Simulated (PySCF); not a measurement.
# Aluminium: the same states on changed settings

Aim: see what changed settings do to total energies and their difference. The change: radial step 0.8 in ln r (0.13 in the sound run), unsound on purpose. A sound run of the same states serves as the yardstick.

Method: unrestricted determinants in a Gaussian basis, no spin-orbit coupling in the energies. Code: PySCF 2.14.0.

### Step 1. What is computed

| Quantity | Value |
| --- | --- |
| Element | aluminium (Z = 13) |
| Basis | def2-SVP |
| Hamiltonian | no relativity, point nucleus |
| State 1 | Al⁺: [Ne] 3s2, closed-shell 1S |
| State 2 | Al²⁺: [Ne] 3s1, 2S determinant |
| Methods | LDA, B3LYP |

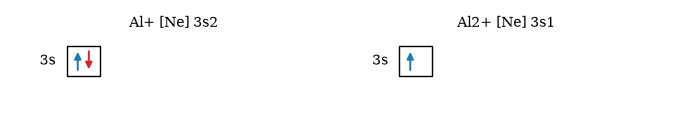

Occupation of the outer shells (arrows by Hund's rule).

The sound run (def2-SVP, the non-relativistic Hamiltonian (point nucleus), symmetry-adapted start, fine grid, valence correlation) gave:

| species | method | energy (hartree) |
| --- | --- | --- |
| Al⁺ | UHF | -241.58509 |
| Al⁺ | LDA | -241.00199 |
| Al⁺ | B3LYP | -242.08048 |
| Al⁺ | MP2 (valence) | -241.61054 |
| Al⁺ | CCSD(T) (valence) | -241.62326 |
| Al²⁺ | UHF | -240.94268 |
| Al²⁺ | LDA | -240.30768 |
| Al²⁺ | B3LYP | -241.38524 |

One driver process ran all states and methods and kept the integrals in memory. Each run is shown as a PySCF script that sums up its settings (the driver passes frozen orbitals as a list and adds second-order terms of double hybrids); the logs are those of the runs themselves. The driver starts from symmetry-adapted Hartree-Fock orbitals, holds the occupation by maximum overlap and uses a logarithmic radial grid for functionals, so a plain start would take other cycles.

The driver's launch:

```sh
$ OMP_NUM_THREADS=1 python atomrun2.py TASK.json OUT
```

The integrals over 18 functions and the set-up took 0.01 s of CPU time.

The grid is set inside the driver, so the scripts do not show it: radial step 0.8 in ln r (0.13 in the sound run).

### Step 2. Changed run, Al⁺

LDA:

The input, input.py:

```python
from pyscf import gto, scf, dft, mp, cc
import basis_set_exchange as bse
mol = gto.M(atom="Al 0 0 0", charge=1, spin=0, symmetry="D2h",
            basis=gto.basis.parse(bse.get_basis("def2-SVP", elements=["Al"], fmt="nwchem", header=False)))
mf = dft.UKS(mol, xc="LDA,VWN")
mf.irrep_nelec = {'Ag': (3, 3), 'B1u': (1, 1), 'B2u': (1, 1), 'B3u': (1, 1)}
mf.kernel()
```

The program printed:

```text
damping factor = 0
level_shift factor = 0
DIIS = <class 'pyscf.scf.diis.CDIIS'>
diis_start_cycle = 1
diis_space = 10
diis_damp = 0
SCF conv_tol = 1e-09
SCF conv_tol_grad = None
number electrons alpha = 6  beta = 6
XC functionals = LDA,VWN
    P. A. M. Dirac.,  Math. Proc. Cambridge Philos. Soc. 26, 376 (1930)
    F. Bloch.,  Z. Phys. 57, 545 (1929)
    S. H. Vosko, L. Wilk, and M. Nusair.,  Can. J. Phys. 58, 1200 (1980)
cycle= 1 E= -240.93625409701  delta_E= -0.00369  |g|= 0.0267  |ddm|= 0.14
cycle= 2 E= -240.93646547882  delta_E= -0.000211  |g|= 0.0072  |ddm|= 0.0552
cycle= 3 E= -240.936482425585  delta_E= -1.69e-05  |g|= 9.2e-06  |ddm|= 0.0123
cycle= 4 E= -240.936482425609  delta_E= -2.44e-11  |g|= 1.65e-07  |ddm|= 5.2e-06
converged SCF energy = -240.936482425609  <S^2> = 0  2S+1 = 1
```

It took 0.04 s on 1 thread of Intel Xeon Platinum 8259CL at 2.50GHz, shared host, the integrals not counted.

The occupied shells:

```
shell  electrons  mean orbital energy (eV)  spread (eV)  rms radius (bohr)
   1s          2                   -1509.8            0              0.140
   2s          2                   -115.32            0              0.690
   2p          6                   -78.757            0              0.683
   3s          2                   -14.437            0               2.63
```

⟨S²⟩ = 0.000, ⟨L²⟩ = 0.00.

B3LYP:

Changes to input.py:

```diff
@@ -4,3 +4,3 @@
             basis=gto.basis.parse(bse.get_basis("def2-SVP", elements=["Al"], fmt="nwchem", header=False)))
-mf = dft.UKS(mol, xc="LDA,VWN")
+mf = dft.UKS(mol, xc="B3LYP")
 mf.irrep_nelec = {'Ag': (3, 3), 'B1u': (1, 1), 'B2u': (1, 1), 'B3u': (1, 1)}
```

The program printed:

```text
damping factor = 0
level_shift factor = 0
DIIS = <class 'pyscf.scf.diis.CDIIS'>
diis_start_cycle = 1
diis_space = 10
diis_damp = 0
SCF conv_tol = 1e-09
SCF conv_tol_grad = None
number electrons alpha = 6  beta = 6
XC functionals = B3LYP
    P. J. Stephens, F. J. Devlin, C. F. Chabalowski, and M. J. Frisch.,  J. Phys. Chem. 98, 11623 (1994)
cycle= 1 E= -242.046847165038  delta_E= -0.00157  |g|= 0.0128  |ddm|= 0.0891
cycle= 2 E= -242.046897382979  delta_E= -5.02e-05  |g|= 0.00253  |ddm|= 0.0245
cycle= 3 E= -242.046899398644  delta_E= -2.02e-06  |g|= 5.66e-06  |ddm|= 0.00385
cycle= 4 E= -242.046899398653  delta_E= -9.27e-12  |g|= 3.95e-08  |ddm|= 3.99e-06
converged SCF energy = -242.046899398653  <S^2> = 8.8817842e-16  2S+1 = 1
```

Time after the integrals: 0.04 s (1 thread of Intel Xeon Platinum 8259CL at 2.50GHz, shared host).

### Step 3. Changed run, Al²⁺, method by method

LDA:

The input, input.py:

```python
from pyscf import gto, scf, dft, mp, cc
import basis_set_exchange as bse
mol = gto.M(atom="Al 0 0 0", charge=2, spin=1, symmetry="D2h",
            basis=gto.basis.parse(bse.get_basis("def2-SVP", elements=["Al"], fmt="nwchem", header=False)))
mf = dft.UKS(mol, xc="LDA,VWN")
mf.irrep_nelec = {'Ag': (3, 2), 'B1u': (1, 1), 'B2u': (1, 1), 'B3u': (1, 1)}
mf.kernel()
```

The program printed:

```text
damping factor = 0
level_shift factor = 0
DIIS = <class 'pyscf.scf.diis.CDIIS'>
diis_start_cycle = 1
diis_space = 10
diis_damp = 0
SCF conv_tol = 1e-09
SCF conv_tol_grad = None
number electrons alpha = 6  beta = 5
XC functionals = LDA,VWN
    P. A. M. Dirac.,  Math. Proc. Cambridge Philos. Soc. 26, 376 (1930)
    F. Bloch.,  Z. Phys. 57, 545 (1929)
    S. H. Vosko, L. Wilk, and M. Nusair.,  Can. J. Phys. 58, 1200 (1980)
cycle= 1 E= -240.263023861324  delta_E= -0.00346  |g|= 0.0216  |ddm|= 0.0906
cycle= 2 E= -240.263151907983  delta_E= -0.000128  |g|= 0.0049  |ddm|= 0.0312
cycle= 3 E= -240.263158606168  delta_E= -6.7e-06  |g|= 2.71e-05  |ddm|= 0.00401
cycle= 4 E= -240.263158606764  delta_E= -5.96e-10  |g|= 1.81e-07  |ddm|= 0.000168
converged SCF energy = -240.263158606764  <S^2> = 0.75006696  2S+1 = 2.000067
```

Time after the integrals: 0.03 s (1 thread of Intel Xeon Platinum 8259CL at 2.50GHz, shared host).

The occupied shells:

```
shell  electrons  mean orbital energy (eV)  spread (eV)  rms radius (bohr)
 1s α          1                   -1522.5            0              0.140
 1s β          1                   -1522.3            0              0.140
 2s α          1                   -127.48            0              0.688
 2s β          1                   -127.34            0              0.688
 2p α          3                   -90.924            0              0.679
 2p β          3                   -90.743            0              0.679
 3s α          1                   -23.843            0               2.42
```

⟨S²⟩ = 0.750, ⟨L²⟩ = 0.00.

B3LYP:

Changes to input.py:

```diff
@@ -4,3 +4,3 @@
             basis=gto.basis.parse(bse.get_basis("def2-SVP", elements=["Al"], fmt="nwchem", header=False)))
-mf = dft.UKS(mol, xc="LDA,VWN")
+mf = dft.UKS(mol, xc="B3LYP")
 mf.irrep_nelec = {'Ag': (3, 2), 'B1u': (1, 1), 'B2u': (1, 1), 'B3u': (1, 1)}
```

The program printed:

```text
damping factor = 0
level_shift factor = 0
DIIS = <class 'pyscf.scf.diis.CDIIS'>
diis_start_cycle = 1
diis_space = 10
diis_damp = 0
SCF conv_tol = 1e-09
SCF conv_tol_grad = None
number electrons alpha = 6  beta = 5
XC functionals = B3LYP
    P. J. Stephens, F. J. Devlin, C. F. Chabalowski, and M. J. Frisch.,  J. Phys. Chem. 98, 11623 (1994)
cycle= 1 E= -241.3665841876  delta_E= -0.00136  |g|= 0.0102  |ddm|= 0.0516
cycle= 2 E= -241.366613576626  delta_E= -2.94e-05  |g|= 0.0017  |ddm|= 0.0139
cycle= 3 E= -241.366614369411  delta_E= -7.93e-07  |g|= 1.52e-05  |ddm|= 0.00121
cycle= 4 E= -241.366614369646  delta_E= -2.35e-10  |g|= 5.41e-07  |ddm|= 0.000102
converged SCF energy = -241.366614369646  <S^2> = 0.75002548  2S+1 = 2.0000255
```

Time after the integrals: 0.05 s (1 thread of Intel Xeon Platinum 8259CL at 2.50GHz, shared host).

### Step 4. What moved

| species | method | converged | energy less sound run (eV) |
| --- | --- | --- | --- |
| Al⁺ | LDA | yes | +1.7825 |
| Al⁺ | B3LYP | yes | +0.9138 |
| Al²⁺ | LDA | yes | +1.2115 |
| Al²⁺ | B3LYP | yes | +0.5067 |

Ionisation energy of Al⁺:

| method | sound run (eV) | changed run (eV) | shift (eV) |
| --- | --- | --- | --- |
| UHF | 17.481 | 17.481 | +0.000 |
| LDA | 18.893 | 18.322 | -0.571 |
| B3LYP | 18.919 | 18.511 | -0.407 |

### Step 5. Results

| quantity | value |
| --- | --- |
| change | radial step 0.8 in ln r (0.13 in the sound run) |
| runs converged | 4 of 4 |
| largest shift of a converged total energy | 1.78 eV |
| largest shift of the ionisation energy | -0.571 eV (LDA) |

What this shows: The ionisation energy moves by up to 0.57 eV, at LDA. A coarse radial grid mis-integrates the density and the exchange-correlation energy, with errors of either sign; Hartree-Fock needs no grid. The setting is unsound on purpose, so these numbers are no properties of the atom.
